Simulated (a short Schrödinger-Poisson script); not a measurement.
Stack: MOS inversion layer, Al2O3 on p-type Si(110), at 300 K.

```tsv
layer	material	thickness (nm)	Na (cm⁻³)
1	Al2O3	5.4	-
2	Si	1800	5.9e16
```

Constants are typed, rounded textbook-type inputs, not results; the design itself was drawn at random and stands for no fabricated device. Al2O3: permittivity 9, conduction-band edge (eV) 2.7, gap (eV) 6.8, electron mass (mₑ) 0.3. Si: permittivity 11.7, conduction-band edge (eV) 0, gap (eV) 1.124, Nv at 300 K (cm⁻³) 3.1e19.

Channel valleys (confinement mass, in-plane density-of-states mass, number): Δ4 0.315, 0.324, 4; Δ2 0.19, 0.417, 2. At the gate the conduction-band edge of layer 1 lies 3.11 eV − eVg above the Fermi level of the channel; the field vanishes at the back. Gaps are held at their typed values at every temperature. Mesh 0.03 nm at interfaces.

From a short Schrödinger-Poisson script (our own, NumPy): 1D Poisson equation in equilibrium, electrons quantum, Hartree (BenDaniel-Duke, 12 states a valley, the channel's in-plane mass for all, wave functions free to enter the dielectric), parabolic valleys, classical holes, full ionisation, no traps, pinning or gate leakage.

Only gate voltages with over 1e8 electrons/cm² are shown.

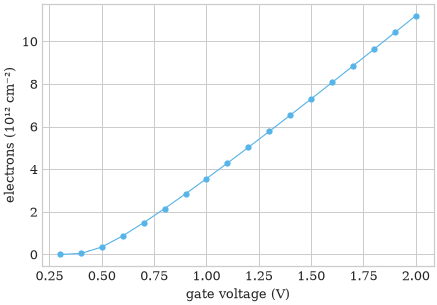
Sheet density against gate voltage

```
Vg (V)  electrons (cm⁻²)  C (μF/cm²)  Δ4 E0 (meV)  Δ4 E1 (meV)  Δ2 E0 (meV)  Δ2 E1 (meV)
------  ----------------  ----------  -----------  -----------  -----------  -----------
0.3               1.68e9      0.0857        248.5        291.7        257.6        308.5
0.5              3.48e11       0.738        108.8        158.0        119.4        176.4
0.7              1.49e12        1.04         68.6        127.3         81.9        147.0
0.9              2.85e12        1.13         49.7        116.9         65.4        137.4
1.1              4.29e12        1.18         37.2        111.7         55.0        132.7
1.3              5.78e12        1.21         27.7        108.8         47.4        130.1
1.5              7.30e12        1.23         20.0        107.1         41.4        128.5
1.7              8.85e12        1.25         13.5        106.0         36.4        127.6
1.9              1.04e13        1.26          7.7        105.4         32.1        127.0
```

Subbands count from the Fermi level.
